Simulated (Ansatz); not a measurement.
## C$_{2}$H$_{5}$N: geometry relaxation

- system: C$_{2}$H$_{5}$N
- method: RKS PBE-D4/def2-SVP (Ansatz 0.2.0)

The geometry comes from this level: GFN2-xTB.

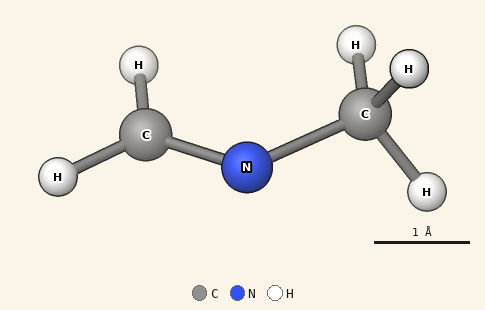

Fig. 1: The structure as given in the input (ball-and-stick view, seen at a tilt). Bond lengths as drawn: C–H 1.08 to 1.10 Å and C–N 1.25 to 1.43 Å.

Summary

| quantity | value |
| --- | --- |
| outcome | converged |
| total energy | −3637.2258 eV |
| mean-field energy | −3637.1308 eV |
| SCF solution under orbital rotations | stable |
| largest force (length of the vector) at the end | 0.003 eV/Å |
| hardware | 4 threads of Intel Xeon @ 2.50GHz (Skylake/Cascade Lake), 189 GiB of memory available, shared host |
| wall time | 9.6 s (CPU time 28 s) |
| peak memory | 0.13 GiB |

Input
```yaml
crystal:
  periodic: [false, false, false]
  atoms:
    - { symbol: C, position_ang: [1.13942, 0.06859, 0.27307] }
    - { symbol: "N", position_ang: [0.02689, -0.47009, 0.08998] }
    - { symbol: C, position_ang: [-1.09467, 0.30791, -0.32867] }
    - { symbol: H, position_ang: [1.96606, -0.5496, 0.58987] }
    - { symbol: H, position_ang: [1.34222, 1.13836, 0.13525] }
    - { symbol: H, position_ang: [-0.86999, 1.37547, -0.46166] }
    - { symbol: H, position_ang: [-1.46257, -0.1084, -1.26656] }
    - { symbol: H, position_ang: [-1.88287, 0.1906, 0.41656] }
basis:
  gaussian: { orbitals: def2-SVP }
hamiltonian:
  xc: pbe
  dispersion: d4
relax:
  f_tol: 0.03
  max_steps: 200
```

Command:
```bash
ansatz run input.yaml --threads 4 --pin off --max-ram 10240MiB --backend cpu --events-out ev --progress --plain --runs-dir out
```

What the program printed
```
The last accepted step is kept in [file] (removed where the run ends without a failure and the disk answers)
Engine: ansatz 0.2.0, x86_64-unknown-linux-gnu
Functional definition: PBE
  parameter kappa = 0.804
  parameter beta = 0.06672455060314922
  exchange = pbe_x(kappa = kappa, mu = beta*pi^2/3)
  correlation = pbe_c(beta = beta)
778 factors; their error is unknown
mean field evaluation 1: about -3630.3710 eV, gradient 5.1e1 eV
mean field evaluation 2: about -3619.6387 eV, gradient 8.2e1 eV
mean field evaluation 4: about -3637.0516 eV, gradient 4.5e0 eV
mean field evaluation 8: about -3637.0509 eV, gradient 3.0e-1 eV
mean field evaluation 16: about -3637.0510 eV, gradient 6.9e-6 eV
mean field -3637.05104183 eV, -133.6591605054 hartree, gradient 6.9e-6 eV, S^2 0.000000; 0 other end points of the search recorded, 0 dependent functions left out
the calculation of the forces begins
reference -3637.05106821 eV, -133.6591614749 hartree; 12, 12 occupied and 55, 55 virtual orbitals, 778 factors
relax step   1: F+E_penalty+E_count = -3637.14632648 eV  Δ(F+E_penalty+E_count) = +0.000e0 eV  max|allowed force component| = 1.156e0 eV/Å  Δτ_max = 0.0000 Å  (25 SCF iters, accepted)
these checks for a lower state are left out or cut short: starts, cluster_reference, orbital_swaps, neighbouring_geometries, increment
778 factors; their error is unknown
mean field -3637.12367260 eV, -133.6618296371 hartree, gradient 6.5e-6 eV, S^2 0.000000; 0 other end points of the search recorded, 0 dependent functions left out
the calculation of the forces begins
reference -3637.12369907 eV, -133.6618306099 hartree; 12, 12 occupied and 55, 55 virtual orbitals, 778 factors
relax step   2: F+E_penalty+E_count = -3637.21860501 eV  Δ(F+E_penalty+E_count) = -7.228e-2 eV  max|allowed force component| = 3.482e-1 eV/Å  Δτ_max = 0.0410 Å  (29 SCF iters, accepted)
these checks for a lower state are left out or cut short: starts, cluster_reference, orbital_swaps, neighbouring_geometries, increment
778 factors; their error is unknown
mean field -3637.13018622 eV, -133.6620690081 hartree, gradient 6.7e-6 eV, S^2 0.000000; 0 other end points of the search recorded, 0 dependent functions left out
the calculation of the forces begins
reference -3637.13021263 eV, -133.6620699786 hartree; 12, 12 occupied and 55, 55 virtual orbitals, 778 factors
relax step   3: F+E_penalty+E_count = -3637.22511427 eV  Δ(F+E_penalty+E_count) = -6.509e-3 eV  max|allowed force component| = 8.431e-2 eV/Å  Δτ_max = 0.0155 Å  (30 SCF iters, accepted)
these checks for a lower state are left out or cut short: starts, cluster_reference, orbital_swaps, neighbouring_geometries, increment
778 factors; their error is unknown
mean field evaluation 32: about -3637.1762 eV, gradient 2.1e-4 eV
mean field -3637.13025523 eV, -133.6620715444 hartree, gradient 6.7e-6 eV, S^2 0.000000; 0 other end points of the search recorded, 0 dependent functions left out
the calculation of the forces begins
reference -3637.13028163 eV, -133.6620725144 hartree; 12, 12 occupied and 55, 55 virtual orbitals, 778 factors
relax step   4: F+E_penalty+E_count = -3637.22519192 eV  Δ(F+E_penalty+E_count) = -7.766e-5 eV  max|allowed force component| = 8.366e-2 eV/Å  Δτ_max = 0.0048 Å  (30 SCF iters, accepted)
these checks for a lower state are left out or cut short: starts, cluster_reference, orbital_swaps, neighbouring_geometries, increment
778 factors; their error is unknown
mean field -3637.12694299 eV, -133.6619498215 hartree, gradient 6.8e-6 eV, S^2 0.000000; 0 other end points of the search recorded, 0 dependent functions left out
the calculation of the forces begins
reference -3637.12696933 eV, -133.6619507898 hartree; 12, 12 occupied and 55, 55 virtual orbitals, 778 factors
relax step   5: F+E_penalty+E_count = -3637.22192797 eV  Δ(F+E_penalty+E_count) = +3.264e-3 eV  max|allowed force component| = 2.711e-1 eV/Å  Δτ_max = 0.0244 Å  (29 SCF iters, rejected (line search))
these checks for a lower state are left out or cut short: starts, cluster_reference, orbital_swaps, neighbouring_geometries, increment
778 factors; their error is unknown
mean field -3637.13053945 eV, -133.6620819892 hartree, gradient 6.7e-6 eV, S^2 0.000000; 0 other end points of the search recorded, 0 dependent functions left out
the calculation of the forces begins
reference -3637.13056582 eV, -133.6620829583 hartree; 12, 12 occupied and 55, 55 virtual orbitals, 778 factors
relax step   6: F+E_penalty+E_count = -3637.22553068 eV  Δ(F+E_penalty+E_count) = -3.388e-4 eV  max|allowed force component| = 9.695e-2 eV/Å  Δτ_max = 0.0122 Å  (29 SCF iters, accepted)
these checks for a lower state are left out or cut short: starts, cluster_reference, orbital_swaps, neighbouring_geometries, increment
778 factors; their error is unknown
mean field -3637.13070746 eV, -133.6620881635 hartree, gradient 6.7e-6 eV, S^2 0.000000; 0 other end points of the search recorded, 0 dependent functions left out
the calculation of the forces begins
reference -3637.13073382 eV, -133.6620891323 hartree; 12, 12 occupied and 55, 55 virtual orbitals, 778 factors
relax step   7: F+E_penalty+E_count = -3637.22570895 eV  Δ(F+E_penalty+E_count) = -1.783e-4 eV  max|allowed force component| = 3.829e-2 eV/Å  Δτ_max = 0.0052 Å  (31 SCF iters, accepted)
these checks for a lower state are left out or cut short: starts, cluster_reference, orbital_swaps, neighbouring_geometries, increment
778 factors; their error is unknown
mean field evaluation 64: about -3637.1306 eV, gradient 6.7e-6 eV
mean field -3637.13062879 eV, -133.6620852722 hartree, gradient 6.7e-6 eV, S^2 0.000000; 0 other end points of the search recorded, 0 dependent functions left out
the calculation of the forces begins
reference -3637.13065515 eV, -133.6620862410 hartree; 12, 12 occupied and 55, 55 virtual orbitals, 778 factors
relax step   8: F+E_penalty+E_count = -3637.22562711 eV  Δ(F+E_penalty+E_count) = +8.184e-5 eV  max|allowed force component| = 2.958e-2 eV/Å  Δτ_max = 0.0075 Å  (29 SCF iters, rejected (line search))
these checks for a lower state are left out or cut short: starts, cluster_reference, orbital_swaps, neighbouring_geometries, increment
778 factors; their error is unknown
mean field -3637.13076882 eV, -133.6620904184 hartree, gradient 6.7e-6 eV, S^2 0.000000; 0 other end points of the search recorded, 0 dependent functions left out
the calculation of the forces begins
reference -3637.13079519 eV, -133.6620913873 hartree; 12, 12 occupied and 55, 55 virtual orbitals, 778 factors
relax step   9: F+E_penalty+E_count = -3637.22575865 eV  Δ(F+E_penalty+E_count) = -4.970e-5 eV  max|allowed force component| = 2.755e-3 eV/Å  Δτ_max = 0.0025 Å  (30 SCF iters, accepted)
```

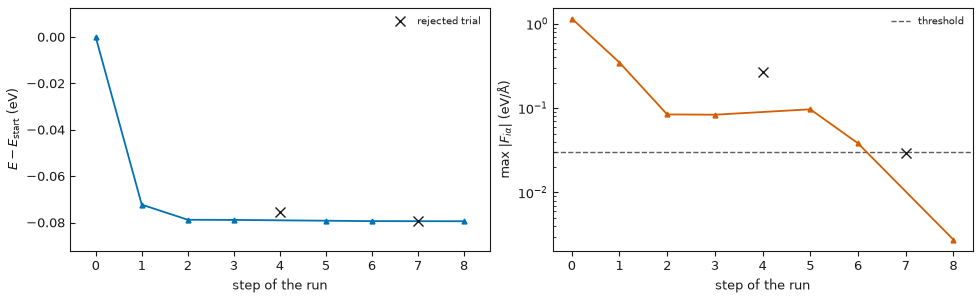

Fig. 2: Progress of the relaxation, step by step (the first geometry is step 0 here and step 1 in the log).

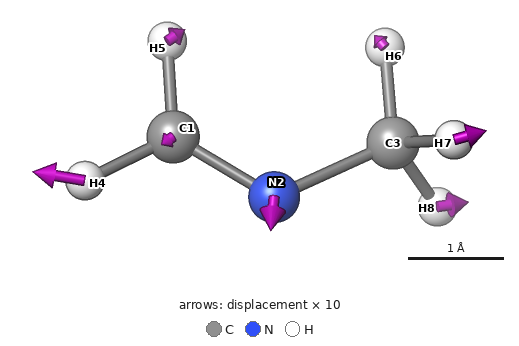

Fig. 3: The starting structure with the displacements as pink arrows, magnified 10 times (ball-and-stick view, seen at a tilt). The two geometries are laid on each other by the best rigid fit. After 8 geometry steps the energy has fallen by 0.079 eV. The largest force component goes from 1.2 to 0.0028 eV/Å. The line search rejected the trial steps at points 4, 7 (counted from 0) and went back. The largest move after the best rigid fit is that of H4, 0.057 Å. By element the largest moves are H 0.057 Å, N 0.040 Å, C 0.016 Å. Among the contacts that change: C1–H4 1.080 → 1.109 Å, C1–N2 1.250 → 1.273 Å, C1–H5 1.098 → 1.121 Å, C3–H7 1.090 → 1.111 Å. Among the angles that change: C1–N2–C3 120.5° → 118.4°. (Atoms are counted from 1 in the order of the input.)

```
778 factors; their error is unknown
mean field -3637.13076882 eV, -133.6620904184 hartree, gradient 6.7e-6 eV, S^2 0.000000; 1 other end points of the search recorded, 0 dependent functions left out
the calculation of the forces begins
reference -3637.13079519 eV, -133.6620913873 hartree; 12, 12 occupied and 55, 55 virtual orbitals, 778 factors
Total energy: -3637.22578501 eV, -133.6655821991 hartree
Atom 0 at     1.150691     0.057722     0.278119 Å, force    -0.000978    -0.001011    -0.000253 eV/Å
Atom 1 at     0.025289    -0.509482     0.096477 Å, force    -0.002755     0.000469    -0.000383 eV/Å
Atom 2 at    -1.091764     0.301745    -0.326449 Å, force     0.000162     0.001841    -0.000333 eV/Å
Atom 3 at     2.021216    -0.547009     0.602970 Å, force     0.001443    -0.000263     0.000422 eV/Å
Atom 4 at     1.325502     1.154802     0.128101 Å, force     0.000634     0.001691    -0.000313 eV/Å
Atom 5 at    -0.857237     1.387992    -0.460717 Å, force     0.000191    -0.001916     0.000511 eV/Å
Atom 6 at    -1.493092    -0.096933    -1.282784 Å, force     0.000719    -0.000213     0.000462 eV/Å
Atom 7 at    -1.916115     0.204003     0.412124 Å, force     0.000584    -0.000598    -0.000114 eV/Å
Dipole moment:     0.010561     0.261355    -0.043416 e Å
```

Trajectory as extended XYZ (Å, eV, eV/Å), 9 frames, from step=1 to step=9
```
8
Properties=species:S:1:pos:R:3:forces:R:3 step=1 energy=-3637.14633
C     1.1394    0.0686    0.2731    0.6305   0.4622   0.0806
N     0.0269   -0.4701    0.0900   -1.1402  -1.1565  -0.0852
C    -1.0947    0.3079   -0.3287    0.4553  -0.0648   0.1578
H     1.9661   -0.5496    0.5899    0.8856  -0.5090   0.3111
H     1.3422    1.1384    0.1353    0.1146   0.7893  -0.1130
H    -0.8700    1.3755   -0.4617    0.0242   0.6678  -0.1146
H    -1.4626   -0.1084   -1.2666   -0.3805  -0.1778  -0.5694
H    -1.8829    0.1906    0.4166   -0.5894  -0.0112   0.3326
8
Properties=species:S:1:pos:R:3:forces:R:3 step=2 energy=-3637.21861
C     1.1531    0.0632    0.2788    0.0169   0.0848  -0.0281
N     0.0259   -0.4879    0.0932   -0.1649  -0.3482   0.0274
C    -1.0975    0.3046   -0.3284    0.1984   0.0290   0.0537
H     2.0051   -0.5559    0.6006    0.2204  -0.1131   0.0797
H     1.3489    1.1510    0.1329    0.0100   0.2058  -0.0272
H    -0.8752    1.3871   -0.4642    0.0040   0.1913  -0.0342
H    -1.4864   -0.1044   -1.2780   -0.1119  -0.0489  -0.1678
H    -1.9095    0.1951    0.4130   -0.1728  -0.0008   0.0964
8
Properties=species:S:1:pos:R:3:forces:R:3 step=3 energy=-3637.22511
C     1.1546    0.0579    0.2731   -0.0126   0.0381   0.0843
N     0.0262   -0.5034    0.0944    0.0080  -0.0572  -0.0199
C    -1.0932    0.3025   -0.3273   -0.0089   0.0337  -0.0071
H     2.0193   -0.5520    0.6057    0.0030   0.0103  -0.0300
H     1.3347    1.1564    0.1351   -0.0027  -0.0198  -0.0323
H    -0.8660    1.3903   -0.4654    0.0077  -0.0119   0.0047
H    -1.4955   -0.1010   -1.2814    0.0017   0.0050   0.0036
H    -1.9156    0.2022    0.4135    0.0039   0.0019  -0.0032
8
Properties=species:S:1:pos:R:3:forces:R:3 step=4 energy=-3637.22519
C     1.1543    0.0579    0.2728   -0.0373   0.0292   0.0837
N     0.0264   -0.5049    0.0946   -0.0006  -0.0497  -0.0244
C    -1.0933    0.3019   -0.3271    0.0151   0.0188   0.0011
H     2.0198   -0.5500    0.6052    0.0138  -0.0015  -0.0259
H     1.3323    1.1564    0.1353   -0.0007  -0.0073  -0.0359
H    -0.8619    1.3881   -0.4644   -0.0026   0.0121  -0.0013
H    -1.4967   -0.0999   -1.2812    0.0067  -0.0010  -0.0052
H    -1.9164    0.2035    0.4127    0.0056  -0.0006   0.0080
8
Properties=species:S:1:pos:R:3:forces:R:3 step=5 energy=-3637.22193 accepted=F
C     1.1463    0.0603    0.2958    0.0615  -0.0595  -0.2711
N     0.0241   -0.5122    0.1026    0.0097   0.0797   0.0740
C    -1.0915    0.3009   -0.3251   -0.0308  -0.0061  -0.0010
H     2.0271   -0.5471    0.5936   -0.0749   0.0433   0.0752
H     1.3259    1.1542    0.1153   -0.0340  -0.0417   0.1027
H    -0.8538    1.3876   -0.4548   -0.0100  -0.0201   0.0012
H    -1.4900   -0.0935   -1.2859    0.0359   0.0031   0.0313
H    -1.9237    0.2027    0.4065    0.0424   0.0014  -0.0122
8
Properties=species:S:1:pos:R:3:forces:R:3 step=6 energy=-3637.22553
C     1.1508    0.0549    0.2793   -0.0438   0.0970  -0.0376
N     0.0249   -0.5102    0.0950    0.0133  -0.0296   0.0167
C    -1.0914    0.3025   -0.3268    0.0062   0.0006  -0.0065
H     2.0239   -0.5443    0.6031    0.0124  -0.0490   0.0132
H     1.3225    1.1530    0.1289    0.0105  -0.0099   0.0078
H    -0.8568    1.3891   -0.4616    0.0034  -0.0145   0.0025
H    -1.4943   -0.0970   -1.2822    0.0017   0.0046  -0.0029
H    -1.9150    0.2050    0.4122   -0.0036   0.0009   0.0067
8
Properties=species:S:1:pos:R:3:forces:R:3 step=7 energy=-3637.22571
C     1.1506    0.0583    0.2783   -0.0383  -0.0251  -0.0055
N     0.0254   -0.5102    0.0963    0.0223   0.0251  -0.0049
C    -1.0913    0.3015   -0.3267   -0.0006   0.0003   0.0054
H     2.0201   -0.5478    0.6020    0.0186   0.0060   0.0062
H     1.3235    1.1558    0.1292    0.0075  -0.0022   0.0003
H    -0.8564    1.3875   -0.4617    0.0025   0.0001   0.0020
H    -1.4929   -0.0971   -1.2828   -0.0047  -0.0034   0.0001
H    -1.9144    0.2048    0.4132   -0.0074  -0.0008  -0.0036
8
Properties=species:S:1:pos:R:3:forces:R:3 step=8 energy=-3637.22563 accepted=F
C     1.1508    0.0580    0.2775   -0.0163  -0.0153  -0.0120
N     0.0260   -0.5104    0.0943   -0.0063   0.0195   0.0296
C    -1.0916    0.3017   -0.3260    0.0102  -0.0059  -0.0231
H     2.0190   -0.5464    0.6080    0.0169   0.0017  -0.0099
H     1.3256    1.1543    0.1222    0.0022   0.0020   0.0144
H    -0.8573    1.3882   -0.4575    0.0010   0.0011   0.0001
H    -1.4925   -0.0945   -1.2835   -0.0066  -0.0004  -0.0002
H    -1.9154    0.2019    0.4128   -0.0011  -0.0028   0.0010
8
Properties=species:S:1:pos:R:3:forces:R:3 step=9 energy=-3637.22576
C     1.1507    0.0577    0.2781   -0.0010  -0.0010  -0.0003
N     0.0253   -0.5095    0.0965   -0.0028   0.0005  -0.0004
C    -1.0918    0.3017   -0.3264    0.0002   0.0018  -0.0003
H     2.0212   -0.5470    0.6030    0.0014  -0.0003   0.0004
H     1.3255    1.1548    0.1281    0.0006   0.0017  -0.0003
H    -0.8572    1.3880   -0.4607    0.0002  -0.0019   0.0005
H    -1.4931   -0.0969   -1.2828    0.0007  -0.0002   0.0005
H    -1.9161    0.2040    0.4121    0.0006  -0.0006  -0.0001
```
